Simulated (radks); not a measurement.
## Atomic calculation, with input and output: Sc³⁺

- system: the Sc³⁺ ion in the configuration [Ar].
- method: Dirac Kohn-Sham, B86b exchange with PBE correlation, spin-unpolarised, spherical densities, finite nucleus (the in-house radial solver radks)

## Input file
```
Z 21
configuration [Ar]
relativity Dirac
functional b86_mgc,pbe
spin unpolarised
j_filling energy
nucleus finite rms 3.5459 fm
c 137.035999084
```

Energies in input and log are in hartree, lengths in bohr (the nuclear radius in fm).

Launched within a batch (the task file carries these settings):
```bash
python <driver script> task.json out
```

## Log
```
1s1/2   1   2.0000        -162.81514655
2s1/2   1   2.0000         -18.65390842
2p1/2   1   2.0000         -15.60176639
2p3/2   1   4.0000         -15.43118848
3s1/2   1   2.0000          -3.17770510
3p1/2   1   2.0000          -2.38877509
3p3/2   1   4.0000          -2.36880207
Etot -762.6474552422463
Ekin 769.4245172120221
Encl -1791.1220745972305
Eh 297.36736152374806
Exc -38.31725938078599
err 2.2222481666019004e-09
it 14
```

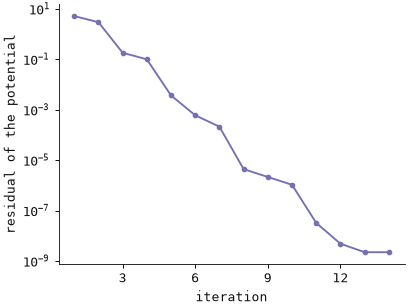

Convergence: residual of the potential against the iteration. The residual falls almost steadily, with no more than small rises or pauses. It goes from 5.2 to 2.2×10⁻⁹ in 14 steps.

## Orbitals

```csv
orbital,occupation,energy (eV),⟨r⟩ (bohr),outer maximum (bohr)
1s,2,−4430.4,0.07303,0.0478
2s,2,−507.599,0.3433,0.284
2p1/2,2,−424.546,0.3059,0.231
2p3/2,4,−419.904,0.3085,0.233
3s,2,−86.470,1.055,0.920
3p1/2,2,−65.002,1.124,0.952
3p3/2,4,−64.458,1.131,0.958
```

## Slater integrals of the outer shells (hartree)

```tsv
integral	value
F0(3p3/2,3p3/2)	0.7979
F2(3p3/2,3p3/2)	0.4029
F0(3p3/2,3p1/2)	0.8003
F2(3p3/2,3p1/2)	0.4040
G0(3p3/2,3p1/2)	0.7998
G2(3p3/2,3p1/2)	0.4039
F0(3p3/2,3s1/2)	0.8240
G1(3p3/2,3s1/2)	0.5492
```

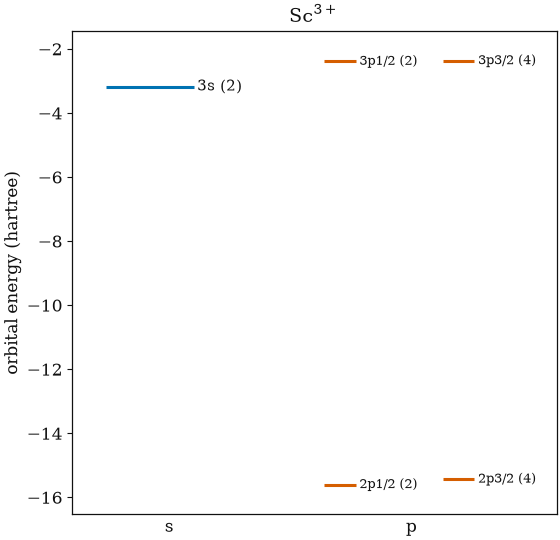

The outer levels are drawn by angular momentum (occupations in brackets, the lower j at the left of each column). The highest occupied level is 3p3/2 at −2.37 hartree. The highest 3 occupied levels, from the top down, are 3p3/2 (−2.37 hartree), 3p1/2 (−2.39 hartree), 3s (−3.18 hartree). Spin-orbit splittings: 3p 0.0200 hartree, 2p 0.171 hartree. The measured ionisation energy (NIST) is 73.5 eV; minus the highest level, 64.5 eV, lies 12 % below it, as is usual for a semilocal functional, whose potential decays too fast.

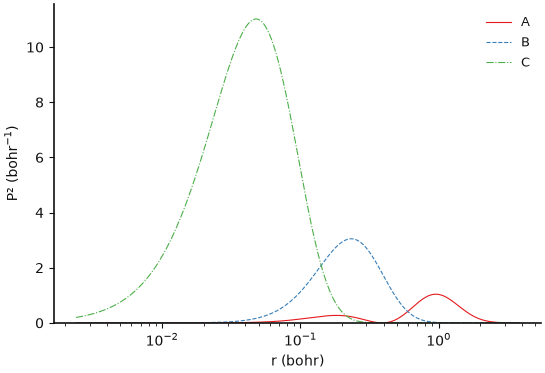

The radial probability densities P² (large components) of 2p3/2, 3p1/2 and 1s. A is 3p1/2; B is 2p3/2; C is 1s. 1s: outer maximum at 0.0478 bohr, ⟨r⟩ = 0.0730 bohr, 0 nodes, eigenvalue −4430 eV; 2p3/2: outer maximum at 0.233 bohr, ⟨r⟩ = 0.308 bohr, 0 nodes, eigenvalue −419.9 eV; 3p1/2: outer maximum at 0.952 bohr, ⟨r⟩ = 1.12 bohr, 1 node, eigenvalue −65.0 eV.

## Summary

| quantity | value |
| --- | --- |
| outcome | converged |
| total energy | −762.647455 hartree |
| kinetic energy | 769.424517 hartree |
| electron–nucleus energy | −1791.1221 hartree |
| Hartree energy | 297.367362 hartree |
| exchange–correlation energy | −38.317259 hartree |
| radius at density 0.001 e/bohr³ | 2.73 bohr |
| SCF iterations | 14 |
| hardware | 1 CPU thread, shared host |
